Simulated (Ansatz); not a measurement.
# A hypothetical structure for Be5Ge2

Starting from a made-up structure for Be5Ge2, the aim is the relaxed cell, its shortest contacts and, where a second run follows, its electronic structure.

Program: Ansatz 0.2.0. Level of theory: DFT, r2SCAN, plane-wave PAW, files of the set soft_1, scalar-relativistic, no spin, cell and ions relaxed at zero pressure; PAW set soft_1. Results are calculated unless marked as measured.

**1. The starting structure**

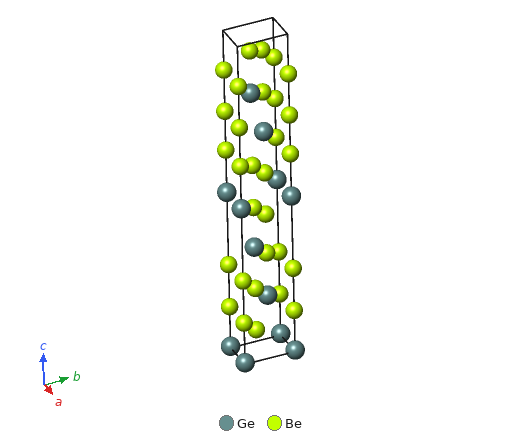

The cell as given, slightly off an axis (germanium teal, beryllium green). This picture shows the conventional cell, with its axes. Some periodic images of atoms are drawn too.

**2. Relaxing cell and atoms**

The guessed cell has no reason to be at equilibrium. It is relaxed with the atoms, within the space group of the guess.

input.yaml

```yaml
crystal:
  lattice:
    - [1.93, 1.11428602, 6.229333333]
    - [-1.93, 1.11428602, 6.229333333]
    - [0.0, -2.228572039, 6.229333333]
  atoms:
    - { symbol: Ge, position: [0.51003334, 0.51003334, 0.51003334] }
    - { symbol: Ge, position: [0.994966673, 0.994966673, 0.994966673] }
    - { symbol: Be, position: [0.37703334, 0.37703334, 0.37703334] }
    - { symbol: Be, position: [0.870266673, 0.870266673, 0.870266673] }
    - { symbol: Be, position: [0.125000007, 0.125000007, 0.125000007] }
    - { symbol: Be, position: [0.737666673, 0.737666673, 0.737666673] }
    - { symbol: Be, position: [0.254800007, 0.254800007, 0.254800007] }
kpoints:
  mp_grid: { grid: [8, 8, 8] }
scf:
  occupations: { method: fermi_dirac, width: 0.05 }
hamiltonian:
  xc: r2scan
  pseudopotentials: { kind: paw, azcp: { folder: soft_1 } }
relax:
  f_tol: 0.015
  max_steps: 70
  cell: {}
output:
  forces: true
  stress: true
```

Launch:

```sh
$ ansatz run input.yaml --threads 4 --pin off --max-ram 10240MiB --backend cpu --events-out ev --progress --plain --runs-dir out
```

Numbers of over 12 decimals in the logs are rounded to 6 here.

The program printed:

```text
basis.fft_grid_basis auto: the FFT boxes are laid along the combinations [[1, 0, -1], [0, 1, -1], [0, 0, 1]] of the cell's own vectors, 3.860, 3.860 and 6.616 Å long. The dense box has 30×30×50 points. Along the cell's own vectors, as sized, it would have 50×50×50, 2.78 times as many. Of the 6 symmetry operations that the crystal satisfies within crystal.symmetry.tolerance (time reversal apart; of a slab, those that  [...]
Engine: ansatz 0.2.0, x86_64-unknown-linux-gnu
Pseudopotentials: kind: paw
Pseudopotential: Ge, paw, valence charge 14, recommended cutoff 500 eV (meta_gga), soft_1/Ge.paw.azcp
Pseudopotential: Be, paw, valence charge 2, recommended cutoff 500 eV (meta_gga), soft_1/Be.paw.azcp
Functional definition: r2SCAN
  parameter k0 = 0.174
  parameter k1 = 0.065
  parameter a1 = 4.9479
  exchange = r2scan_x(k0 = k0, k1 = k1, a1 = a1)
  correlation = r2scan_c
Crystal: 7 atoms, lattice volume = 80.380 Å³
Basis set: ecut = 500 eV, 1997 PW (Γ), FFT grids on a1−a3, a2−a3, a3, exchange–correlation on 120×120×200 points (64 copies of the dense FFT grid, shifted against one another)
Bands: 26, of which v1, the nominal top of the filled ones, is band 19 counted from 1 (18 counted from 0)
Symmetry: 6 space group operations
Space group: R3m (ITA 160), of the structure as read, at distance tolerance 4.3e-5 Å
k-points: 65 of 512 (time reversal used)
Non-local potential: Ge, projectors of the file, l = 0: 2, l = 1: 2, l = 2: 3, l = 3: 1
Non-local potential: Be, projectors of the file, l = 0: 2, l = 1: 2, l = 2: 1
PAW form: soft (Blöchl's): semilocal exchange-correlation on the pseudo side does not see the compensation charge
PAW frozen core: Ge, regenerated for the run's functional (the file was generated under x = pbe(κ = 0.804, μ = 0.219515), c = pbe(β = 0.066725))
PAW frozen core: Be, regenerated for the run's functional (the file was generated under x = pbe(κ = 0.804, μ = 0.219515), c = pbe(β = 0.066725))
PAW one-centre angular grid: Ge, 590 points (default); XC on 160 Gauss nodes
PAW one-centre angular grid: Be, 302 points (default); XC on 224 Gauss nodes
Initial density: superposition of atomic densities (chi_scale 0.1, normalization cell, long waves kept (reshape's long-wave potential 0.04 eV rms))
Initial wavefunctions: pseudopotential atomic-orbital guess
Functional: x = r2scan, c = r2scan; τ floored in thin density (d = 2e-4 eV/Å³)
SCF iter   1: F=—  HF=-9069.205144 eV  |F-HF|=—  |Δ(HF+E_count)|=         —  Δρ=3.15e-2  dr2=1.18e0  dr2_τ=1.00e-1  ethr=3.10e-3  ⟨swp⟩=7.0  Hψ=8614  notcnv=0  defer=1
preconditioner: auto → Kerker (q_TF=auto, 2.408 Å⁻¹)  [metal: Δε(μ)=0.027 eV  Ē_g=18.786 eV  σ=0.050 eV  W_gap=0.13  n_scr=22 (ndim 8)  ℏωp=25.5 eV  f_vac=0.000  D(μ)=2.82/eV (n_scr^D=22)]
SCF iter   2: F=—  HF=-9069.201661 eV  |F-HF|=—  |Δ(HF+E_count)|=   3.48e-3  Δρ=1.99e-2  dr2=5.19e-1  dr2_τ=1.40e-3  ethr=3.10e-3  ⟨swp⟩=2.0  Hψ=2553  notcnv=0  defer=73
SCF iter   3: F=—  HF=-9069.186049 eV  |F-HF|=—  |Δ(HF+E_count)|=   1.56e-2  Δρ=3.48e-3  dr2=1.81e-2  dr2_τ=9.94e-5  ethr=1.37e-3  ⟨swp⟩=2.1  Hψ=2422  notcnv=0  defer=73
SCF iter   4: F=—  HF=-9069.187611 eV  |F-HF|=—  |Δ(HF+E_count)|=   1.56e-3  Δρ=1.83e-3  dr2=5.25e-3  dr2_τ=2.22e-5  ethr=4.76e-5  ⟨swp⟩=2.0  Hψ=3234  notcnv=0  defer=73
SCF iter   5: F=—  HF=-9069.187482 eV  |F-HF|=—  |Δ(HF+E_count)|=   1.29e-4  Δρ=5.08e-4  dr2=4.17e-4  dr2_τ=6.05e-6  ethr=1.38e-5  ⟨swp⟩=2.0  Hψ=2796  notcnv=0  defer=73
SCF iter   6: F=—  HF=-9069.187349 eV  |F-HF|=—  |Δ(HF+E_count)|=   1.33e-4  Δρ=2.31e-4  dr2=4.33e-5  dr2_τ=7.54e-7  ethr=1.10e-6  ⟨swp⟩=2.0  Hψ=2860  notcnv=0  defer=73
SCF iter   7: F=—  HF=-9069.187360 eV  |F-HF|=—  |Δ(HF+E_count)|=   1.13e-5  Δρ=7.00e-5  dr2=4.36e-6  dr2_τ=1.14e-7  ethr=1.14e-7  ⟨swp⟩=2.0  Hψ=2950  notcnv=0  defer=71
SCF iter   8: F=—  HF=-9069.187355 eV  |F-HF|=—  |Δ(HF+E_count)|=   4.60e-6  Δρ=3.29e-5  dr2=1.11e-6  dr2_τ=9.25e-9  ethr=1.15e-8  ⟨swp⟩=2.0  Hψ=2863  notcnv=0  defer=71
SCF iter   9: F=-9069.187355 eV  HF=-9069.187355 eV  |F-HF|=5.42e-8  |Δ(HF+E_count)|=   4.57e-7  Δρ=8.13e-6  dr2=6.47e-8  dr2_τ=8.54e-10  ethr=2.63e-10  ⟨swp⟩=3.0  Hψ=6350  notcnv=0
SCF 1 converged in 9 iterations: F = -9069.187355 eV  dr2 = 6.47e-8
  greatest PAW one-centre occupation: 0.998 electrons in one spin orbital (limit 2), on the Ge atom at site 0 (counted from 0), in its partial waves of l = 2
relax step   1: F+E_penalty+E_count = -9069.18735488 eV  Δ(F+E_penalty+E_count) = +0.000e0 eV  max|allowed force component| = 2.886e-1 eV/Å  Δτ_max = 0.0000 Å  P = -0.273 GPa  Ω = 80.380 Å³  (9 SCF iters, dr2 threshold 1.00e-7 eV, accepted)
Crystal: 7 atoms, lattice volume = 80.044 Å³
Basis set: ecut = 500 eV, 2003 PW (Γ), FFT grids on a1−a3, a2−a3, a3, exchange–correlation on 120×120×200 points (64 copies of the dense FFT grid, shifted against one another)
Initial density: handed on by an earlier stage of this run
Initial wavefunctions: those handed on with the density
iter 1 solved again at ethr=1.59e-4 eV; its pass at ethr=3.10e-3 eV (dr2=6.04e-2 eV) is discarded
SCF iter   1: F=—  HF=-9069.240844 eV  |F-HF|=—  |Δ(HF+E_count)|=         —  Δρ=4.41e-3  dr2=6.38e-2  dr2_τ=3.05e-3  ethr=1.59e-4  ⟨swp⟩=1.3  Hψ=9248  notcnv=0
preconditioner: auto → Kerker (q_TF=auto, 2.410 Å⁻¹)  [metal: Δε(μ)=0.022 eV  Ē_g=9.036 eV  σ=0.050 eV  W_gap=0.11  n_scr=22 (ndim 8)  ℏωp=17.6 eV  f_vac=0.000  D(μ)=2.80/eV (n_scr^D=22)]
SCF iter   2: F=—  HF=-9069.236651 eV  |F-HF|=—  |Δ(HF+E_count)|=   4.19e-3  Δρ=2.73e-3  dr2=2.58e-2  dr2_τ=3.56e-5  ethr=1.59e-4  ⟨swp⟩=1.5  Hψ=1754  notcnv=0
SCF iter   3: F=—  HF=-9069.231787 eV  |F-HF|=—  |Δ(HF+E_count)|=   4.86e-3  Δρ=5.15e-4  dr2=2.11e-4  dr2_τ=4.26e-6  ethr=6.79e-5  ⟨swp⟩=2.0  Hψ=2406  notcnv=0
SCF iter   4: F=—  HF=-9069.231693 eV  |F-HF|=—  |Δ(HF+E_count)|=   9.38e-5  Δρ=2.73e-4  dr2=6.26e-5  dr2_τ=6.89e-7  ethr=5.54e-7  ⟨swp⟩=2.0  Hψ=2914  notcnv=0
SCF iter   5: F=—  HF=-9069.231701 eV  |F-HF|=—  |Δ(HF+E_count)|=   7.94e-6  Δρ=1.24e-4  dr2=2.14e-5  dr2_τ=9.49e-8  ethr=1.65e-7  ⟨swp⟩=2.5  Hψ=2894  notcnv=0
SCF iter   6: F=—  HF=-9069.231704 eV  |F-HF|=—  |Δ(HF+E_count)|=   2.97e-6  Δρ=7.37e-5  dr2=6.28e-6  dr2_τ=2.36e-8  ethr=5.64e-8  ⟨swp⟩=1.3  Hψ=1794  notcnv=0
SCF iter   7: F=-9069.231705 eV  HF=-9069.231705 eV  |F-HF|=8.41e-8  |Δ(HF+E_count)|=   6.88e-7  Δρ=2.46e-5  dr2=6.93e-7  dr2_τ=2.42e-9  ethr=1.84e-9  ⟨swp⟩=3.0  Hψ=5598  notcnv=0
SCF 2 converged in 7 iterations: F = -9069.231705 eV  dr2 = 6.93e-7
[...]
SCF iter   4: F=—  HF=-9069.261113 eV  |F-HF|=—  |Δ(HF+E_count)|=   1.75e-4  Δρ=3.30e-4  dr2=8.92e-5  dr2_τ=1.38e-6  ethr=8.30e-7  ⟨swp⟩=2.0  Hψ=2912  notcnv=0
SCF iter   5: F=—  HF=-9069.261140 eV  |F-HF|=—  |Δ(HF+E_count)|=   2.79e-5  Δρ=1.26e-4  dr2=2.14e-5  dr2_τ=1.18e-7  ethr=2.35e-7  ⟨swp⟩=2.7  Hψ=2964  notcnv=0
SCF iter   6: F=—  HF=-9069.261145 eV  |F-HF|=—  |Δ(HF+E_count)|=   4.35e-6  Δρ=3.38e-5  dr2=1.71e-6  dr2_τ=1.26e-8  ethr=5.62e-8  ⟨swp⟩=2.5  Hψ=2600  notcnv=0
SCF iter   7: F=-9069.261145 eV  HF=-9069.261145 eV  |F-HF|=5.99e-8  |Δ(HF+E_count)|=   1.54e-7  Δρ=9.26e-6  dr2=1.02e-7  dr2_τ=7.97e-10  ethr=1.84e-9  ⟨swp⟩=4.0  Hψ=5033  notcnv=0
SCF 3 converged in 7 iterations: F = -9069.261145 eV  dr2 = 1.02e-7
relax step   3: F+E_penalty+E_count = -9069.26114484 eV  Δ(F+E_penalty+E_count) = -2.944e-2 eV  max|allowed force component| = 2.412e-1 eV/Å  Δτ_max = 0.0724 Å  P = +0.527 GPa  Ω = 80.073 Å³  energy of the carried Pulay correction = +2.530e-5 eV  (7 SCF iters, dr2 threshold 7.00e-7 eV, accepted)
[...]
relax step   4: F+E_penalty+E_count = -9069.26582980 eV  Δ(F+E_penalty+E_count) = -4.685e-3 eV  max|allowed force component| = 3.628e-1 eV/Å  Δτ_max = 0.1101 Å  P = +0.224 GPa  Ω = 80.092 Å³  energy of the carried Pulay correction = +2.367e-5 eV  (7 SCF iters, dr2 threshold 7.00e-7 eV, accepted)
[...]
relax step   5: F+E_penalty+E_count = -9069.27677088 eV  Δ(F+E_penalty+E_count) = -1.094e-2 eV  max|allowed force component| = 1.374e-1 eV/Å  Δτ_max = 0.0353 Å  P = -0.316 GPa  Ω = 80.457 Å³  energy of the carried Pulay correction = -6.348e-6 eV  (7 SCF iters, dr2 threshold 7.00e-7 eV, accepted)
[...]
relax step   6: F+E_penalty+E_count = -9069.28283247 eV  Δ(F+E_penalty+E_count) = -6.062e-3 eV  max|allowed force component| = 4.424e-2 eV/Å  Δτ_max = 0.0288 Å  P = -0.231 GPa  Ω = 80.533 Å³  energy of the carried Pulay correction = -1.259e-5 eV  (6 SCF iters, dr2 threshold 7.00e-7 eV, accepted)
[...]
relax step   7: F+E_penalty+E_count = -9069.28329159 eV  Δ(F+E_penalty+E_count) = -4.591e-4 eV  max|allowed force component| = 1.670e-2 eV/Å  Δτ_max = 0.0115 Å  P = +0.048 GPa  Ω = 80.246 Å³  energy of the carried Pulay correction = +1.103e-5 eV  (6 SCF iters, dr2 threshold 1.74e-7 eV, accepted)
[...]
relax step   8: F+E_penalty+E_count = -9069.28337639 eV  Δ(F+E_penalty+E_count) = -8.480e-5 eV  max|allowed force component| = 3.587e-3 eV/Å  Δτ_max = 0.0046 Å  P = +0.019 GPa  Ω = 80.283 Å³  energy of the carried Pulay correction = +7.937e-6 eV  (5 SCF iters, dr2 threshold 1.74e-8 eV, accepted)
Basis set: ecut = 500 eV, 2055 PW (Γ), FFT grids on a1−a3, a2−a3, a3, exchange–correlation on 120×120×192 points (64 copies of the dense FFT grid, shifted against one another)
Initial wavefunctions: pseudopotential atomic-orbital guess (no wavefunctions were taken with the density)
iter 1 solved again at ethr=7.76e-7 eV; its pass at ethr=3.10e-3 eV (dr2=2.95e-4 eV) is discarded
SCF iter   1: F=—  HF=-9069.283388 eV  |F-HF|=—  |Δ(HF+E_count)|=         —  Δρ=3.11e-5  dr2=8.69e-8  dr2_τ=3.03e-7  ethr=7.76e-7  ⟨swp⟩=2.8  Hψ=12376  notcnv=0
eigensolver tolerance schedule: the retry pair's looser diagonalisation over-reported the residual by 3394.13 of it (diagonalisation noise at 5.67 of the residual, at the tolerance the schedule requests for it); recorded, not acted on — ethr = c·dr2/N_el stays at c = 1.0e-1
preconditioner: auto → Kerker (q_TF=auto, 2.409 Å⁻¹)  [metal: Δε(μ)=0.018 eV  Ē_g=9.049 eV  σ=0.050 eV  W_gap=0.09  n_scr=22 (ndim 8)  ℏωp=17.6 eV  f_vac=0.000  D(μ)=1.49/eV (n_scr^D=2)]
SCF iter   2: F=—  HF=-9069.283389 eV  |F-HF|=—  |Δ(HF+E_count)|=   1.18e-6  Δρ=1.67e-5  dr2=2.78e-8  dr2_τ=1.15e-8  ethr=2.29e-10  ⟨swp⟩=3.0  Hψ=3228  notcnv=0
SCF iter   3: F=—  HF=-9069.283390 eV  |F-HF|=—  |Δ(HF+E_count)|=   4.38e-7  Δρ=3.42e-6  dr2=2.10e-9  dr2_τ=4.08e-10  ethr=7.32e-11  ⟨swp⟩=2.0  Hψ=2936  notcnv=0
SCF iter   4: F=—  HF=-9069.283390 eV  |F-HF|=—  |Δ(HF+E_count)|=   1.34e-8  Δρ=6.40e-7  dr2=2.73e-10  dr2_τ=1.01e-11  ethr=5.53e-12  ⟨swp⟩=2.0  Hψ=2937  notcnv=0
SCF iter   5: F=-9069.283390 eV  HF=-9069.283390 eV  |F-HF|=1.64e-11  |Δ(HF+E_count)|=  4.87e-10  Δρ=2.34e-7  dr2=6.00e-11  dr2_τ=5.31e-13  ethr=1.00e-12  ⟨swp⟩=4.1  Hψ=5047  notcnv=0
SCF 9 converged in 5 iterations: F = -9069.283390 eV  dr2 = 6.00e-11
relax step   9: F+E_penalty+E_count = -9069.28338994 eV  Δ(F+E_penalty+E_count) = -1.355e-5 eV  max|allowed force component| = 3.628e-3 eV/Å  Δτ_max = 0.0000 Å  P = +0.020 GPa  Ω = 80.283 Å³  stress off target by 2.30e-2 GPa  SCF on the basis re-selected at this cell (its energy is not comparable with the rows above)  (5 SCF iters)
basis re-selected at this cell: Δ(F+E_penalty+E_count) = -1.355e-5 eV, ΔP = +0.000 GPa vs the last step (what re-selecting the basis moved, of the pressure what is left beyond the Pulay correction that the steps carried, after the strain that the cell walked since its last selection, with what the two solves' SCF thresholds leave and, on support functions, any second-order correction that the steps lacked; it is no measure of the basis error at this ecutwfc). The dense FFT grid was sized anew with the basis: this SCF ran on 30×30×48 points, the steps before it on 30×30×50, so part of this shift can come from that change (see relax.cell in the input reference). [rest of the remark cut]
SCF converged after 5 iterations
Free energy (F): -9069.283390 eV
Harris-Foulkes:  -9069.283390 eV  (|F-HF|=1.64e-11)
Internal energy: -9069.271010 eV  (E = F + TS)
E sigma→0 (E₀):  -9069.277200 eV
Entropy (-TS):   -0.012380 eV (-1.769 meV/atom)
Fermi energy:    9.675523 eV
--- Per-component energies (eV) ---
  E_band       = -250.083403
  E_kinetic    = 283.906517
  E_local      = -4552.720005  (includes V_loc(G=0)·N_el)
  E_nonlocal   = 454.410418
  E_hartree    = 2204.886812
  E_xc         = -227.479194
  E_vxc        = -246.871860  (∫ρ·V_xc dr)
  E_paw        = -4353.282202  (= ΣΔE_a)
  E_vpaw       = -610.687756  (= ΣTr[D̂ρ^β])
  E_aug_tail   = -0.000003  (compensation charges beyond the density's cutoff)
  E_vtau       = 12.105678  (kinetic-family band-sum trace: ∫τ·v_τ [+ j·A + Jᵃ·Aᵃ] dr)
  E_ewald      = -2876.761695
  E_core_change = -2.231657  (= ΣΔE_core)
  E_smearing   = -0.012380  (= −TS)
  E_closure    = 0.000000  (closes the sum)
  Σ components = -9069.283390   (vs F -9069.283390, Δ=0.00e0)
--- Forces (eV/Å), atoms counted from 1 ---
  atom   1  Ge     0.00000000     0.00000000     0.00086775
  atom   2  Ge     0.00000000    -0.00000000    -0.00362889
  atom   3  Be    -0.00000000     0.00000000     0.00241938
  atom   4  Be     0.00000000     0.00000000     0.00110707
  atom   5  Be     0.00000000     0.00000000     0.00120650
  atom   6  Be     0.00000000     0.00000000     0.00057885
  atom   7  Be    -0.00000000    -0.00000000    -0.00255629
  max |Σ_I F_I| component: 5.64e-6 eV/Å
--- Stress (GPa, compression-positive) ---
        0.023008       0.000000       0.000000
        0.000000       0.023008      -0.000000
        0.000000      -0.000000       0.012998
  P = ⅓ Tr σ = 0.0197 GPa (0.197 kbar)
--- Relaxed structure (8 steps of the walk, 8 accepted, 1 SCFs on fresh bases) ---
  F+E_penalty+E_count = -9069.28338994 eV   max|allowed force component| = 3.628e-3 eV/Å   (the final SCF, on the basis selected at the relaxed cell)
  cell:  # Å, volume = 80.2833 Å³
    - [1.978548, 1.142315, 5.920269]
    - [-1.978548, 1.142315, 5.920269]
    - [5.6388522179804724e-18, -2.284630, 5.920269]
  atoms:
    - { symbol: Ge, position: [0.508152, 0.508152, 0.508152] }
    - { symbol: Ge, position: [0.996499, 0.996499, 0.996499] }
    - { symbol: Be, position: [0.377492, 0.377492, 0.377492] }
    - { symbol: Be, position: [0.867596, 0.867596, 0.867596] }
    - { symbol: Be, position: [0.127473, 0.127473, 0.127473] }
    - { symbol: Be, position: [0.740985, 0.740985, 0.740985] }
    - { symbol: Be, position: [0.251569, 0.251569, 0.251569] }
```

Wall time 18 s (4 threads of AMD EPYC 9B45 (Zen 5), shared host); peak memory 0.64 GiB; 69 s of CPU time.

The steps of the relaxation:

```csv
step,energy less that of the first step (eV),largest force component (eV/Å),pressure (GPa),volume (Å³)
1,0.0000,0.2886,-0.27,80.38
2,-0.0444,0.1149,0.22,80.04
3,-0.0738,0.2412,0.53,80.07
4,-0.0785,0.3628,0.22,80.09
5,-0.0894,0.1374,-0.32,80.46
6,-0.0955,0.0442,-0.23,80.53
7,-0.0959,0.0167,0.05,80.25
8,-0.0960,0.0036,0.02,80.28
9*,-0.0960,0.0036,0.02,80.28
```

Relaxation steps marked * repeat the geometry before them on a plane-wave basis chosen anew for their cell, so energy and pressure can jump there.

The run keeps the 6 symmetry operations that it works with, so distortions that break them were not tested.

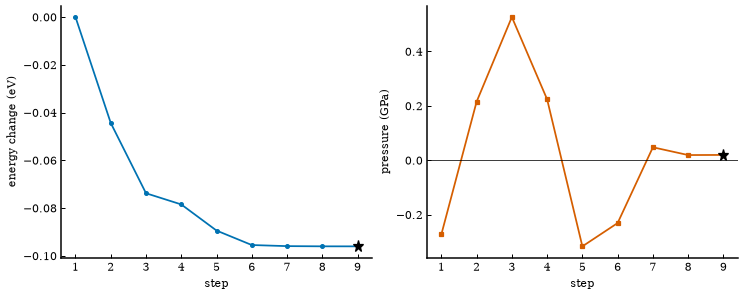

Energy and pressure along the relaxation. Stars mark steps on a basis chosen anew.

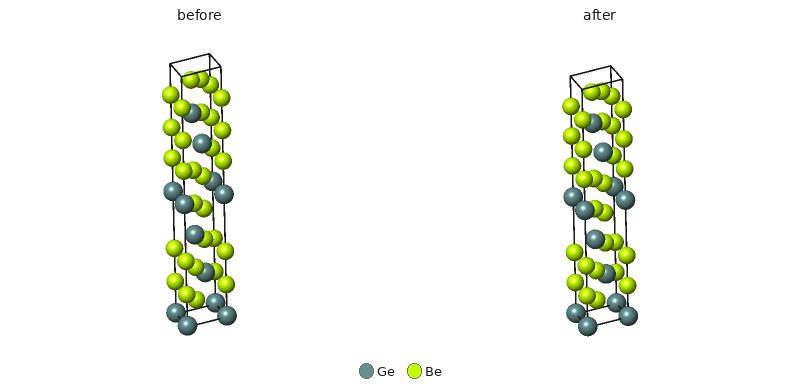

Before and after, at one scale.

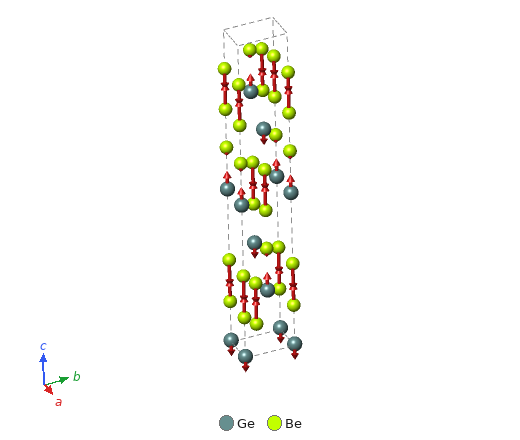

Displacements in the relaxation, exaggerated, measured against the changing cell; the longest in the cell stands for 0.06 Å. Some periodic images of atoms are drawn too.

```csv
"conventional cell, symmetrised",before,after,change
a (Å),3.860,3.957,+2.5 %
b (Å),3.860,3.957,+2.5 %
c (Å),18.688,17.761,-5.0 %
volume (Å³/atom),11.48,11.47,-0.1 %
```

The atoms that moved most (Å, as changes of fractional coordinates times the final cell):

```csv
atom,dx,dy,dz,length
Be6,0.000,0.000,0.059,0.059
Be7,0.000,0.000,-0.057,0.057
Be4,0.000,0.000,-0.047,0.047
Be5,0.000,0.000,0.044,0.044
Ge1,0.000,0.000,-0.033,0.033
Ge2,0.000,0.000,0.027,0.027
Be3,0.000,0.000,0.008,0.008
```

The relaxed structure:

```xyz
7
Lattice="1.9785 1.1423 5.9203 -1.9785 1.1423 5.9203 0.0000 -2.2846 5.9203" Properties=species:S:1:pos:R:3 pbc="T T T"
Ge    0.0000    0.0000    9.0252
Ge    0.0000    0.0000   17.6986
Be    0.0000    0.0000    6.7046
Be    0.0000    0.0000   15.4092
Be    0.0000    0.0000    2.2640
Be    0.0000    0.0000   13.1605
Be    0.0000    0.0000    4.4681
```

Numbers from this step:

* free energy: -9069.2834 eV
* energy at zero smearing: -9069.2772 eV
* smearing term TS: 0.01238 eV
* Fermi energy: 9.676 eV
* electrons: 38
* symmetry operations: 6
* pressure: 0.01967 GPa

Shortest distances by pair of elements, guess and relaxed (not always the same contact):

```csv
pair,guess (Å),relaxed (Å)
Be–Be,2.284,2.204
Be–Ge,2.285,2.289
Ge–Ge,3.605,3.578
```

The relaxation ends with a largest force component of 0.0036 eV/Å and a pressure of 0.02 GPa.

**3. Summary of results**

```yaml
space_group_relaxed: R3m
conventional_cell: a = 3.957, b = 3.957, c = 17.761 Å; α = 90.0°, β = 90.0°, γ = 120.0°
volume_per_atom: 11.47 Å³ (guess 11.48)
```

What this shows: Be5Ge2 relaxes to R3m with a = 3.957, b = 3.957 and c = 17.761 Å. The guessed volume was near the relaxed one. The space group R3m was held in the relaxation, so the end point is a stationary structure within it and may be a saddle against distortions or other arrangements. Mesh and cutoff weren't tested. No dispersion term is used, so weakly bound directions may come out too long. Nothing here tests whether the compound is stable against decomposition.

[Logs are printed without paths, hosts, clocks, repeated set-up lines and the standing remarks that a program may print on its own settings, such as how far it seeks lower states.]

[Hosts, paths, dates, database ids (printed as entryN), source tags and the programs' standing remarks are cut or masked in the printed files.]
